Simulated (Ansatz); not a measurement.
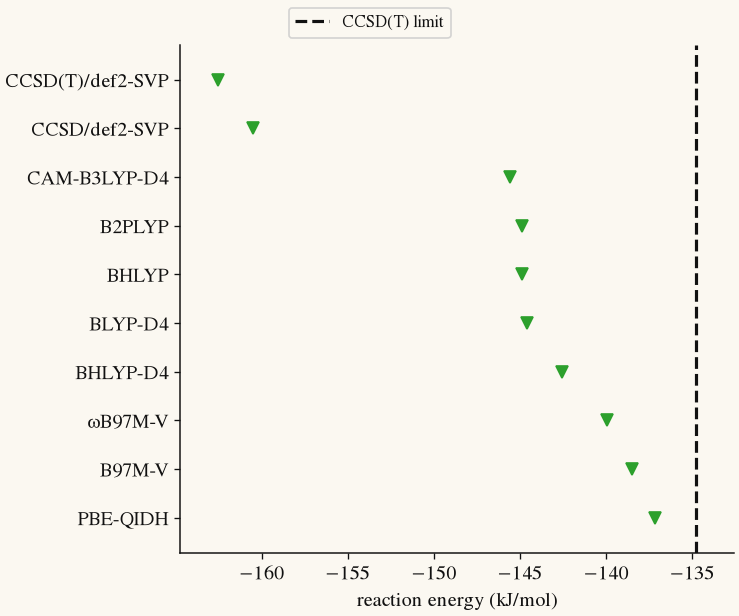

Electronic reaction energy of CH₆AlB (C[BH][AlH2]) + H₂O (O) → AlBH₄O (O[BH][AlH2]) + CH₄ (C) (SMILES in brackets) at several levels (functionals in def2-TZVPP unless a basis is named), isolated molecules at PBE0-D4 triple-zeta geometries, minima by their frequencies, no zero-point or thermal terms, the Ansatz code. The line is frozen-core CCSD(T) at the basis limit (MP2 extrapolated from triple and quadruple zeta, plus CCSD(T) less MP2 in a smaller set). B2PLYP and PBE-QIDH hold a correlation term that converges slowly with the basis, so part of the distance to the limit is basis error. No dispersion term is added to B2PLYP, BHLYP and PBE-QIDH. The distance of CCSD(T)/def2-SVP and CCSD/def2-SVP to the limit includes basis error. The limit lies 4.9 kJ/mol from CCSD(T)/def2-TZVPP, so the line itself is uncertain by a part of that.

Q: What do zero-point energy and temperature add?

A: Zero-point change 7.1 kJ/mol; at 298.15 K and 1 bar the CCSD(T) limit plus thermal terms gives an enthalpy of reaction of −129.7 and a free energy of −124.8 kJ/mol (harmonic PBE0-D4 modes, ideal gas).

Q: Which level comes closest to the line (CCSD(T) limit), and which misses most?

A: Closest PBE-QIDH (−137.2 kJ/mol), against −134.8 kJ/mol; farthest CCSD(T)/def2-SVP (−162.5 kJ/mol).
